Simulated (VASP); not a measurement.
Band structure of CsPbCl3 (cubic perovskite). Method: SCAN meta-GGA, VASP's PBE PAW potentials (set 64) (plane waves; VASP).

Unless said otherwise, spin-orbit coupling is left out, though it shifts the bands of the heavy elements here.

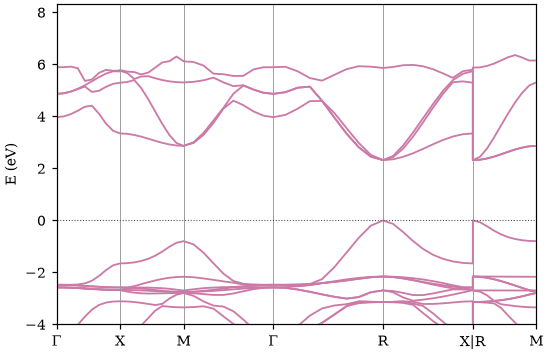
Figure. Bands along high-symmetry lines, zero at the valence-band maximum or, without a gap, the Fermi level

Problem. Read the plot: is there a gap, and where are the band edges?

Solution. The gap is direct, 2.32 eV, from the valence maximum at R to the conduction minimum at R.

The compound is CsPbCl3 in the cubic perovskite structure, the ideal cubic form; the compound distorts at low or room temperature. It was relaxed first.
